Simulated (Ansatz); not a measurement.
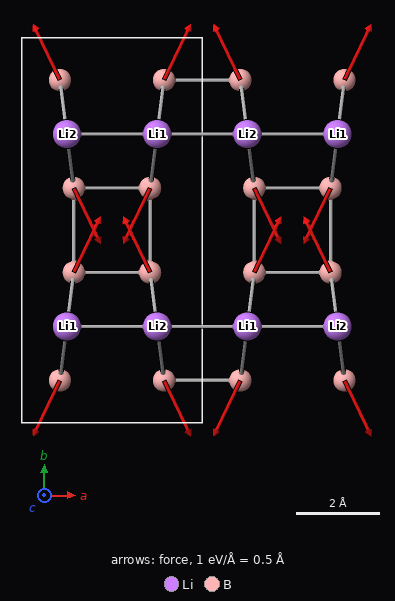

Starting geometry of a crystal of LiB$_{2}$ (a generated structure, set up in Cmmm) (coarse preliminary run) with the computed forces as red arrows. A ball-and-stick model of the conventional cell (2 times the calculation's cell), repeated 2 × 1 × 1 with one cell outlined, seen along the c axis. Lengths and directions refer to the drawn axes.

The calculation used DFT PBE, scalar-relativistic, plane waves, PAW in Ansatz 0.2.0. Settings: plane-wave cutoff 420 eV; k-point mesh 4 × 4 × 6; occupations gaussian; smearing width 0.1 eV; no spin polarisation; cell and atoms relaxed; force threshold 0.04 eV/Å; at most 70 steps.

Q: What follows when this structure is relaxed?

A: It isn't relaxed: the largest force vector, on B atoms, is 3.14 eV/Å. The final displacements have little in common with the starting forces (cosine between the two patterns 0.17). The energy falls by 5.208 eV per cell of the calculation in 14 accepted moves (16 points after the start). The largest force component goes from 2.8 to 0.015 eV/Å. Pressure: −6.47 GPa at the start and 0.08 GPa at the end. At 2 points the geometry stayed and the basis and grid were re-selected for the new cell (energy shift of 16.3 meV per cell of the calculation at most each time). The largest moves relative to the cell, 0.15 Å, are those of B atoms. Li stays in place. The volume changes by −10.2 %, with a 4.399 → 3.245 Å (−26.2 %), b 9.381 → 9.810 Å (+4.6 %), c 3.126 → 3.638 Å (+16.4 %). Among the contacts that change: B–B 2.536 → 1.622 Å, Li–Li 2.199 → 1.622 Å, B–Li 2.049 → 2.335 Å, B–B 1.863 → 1.622 Å. New bonds form: B–B (2.54 → 1.62 Å). Bond angles that change, for instance: Li–Li–B 94.7° → 90.0°, Li–B–B 94.7° → 90.0°, Li–Li–B 85.3° → 90.0°. The space group (tolerance 0.01 Å) goes from Cmmm (No. 65) to Pmmm (No. 47).
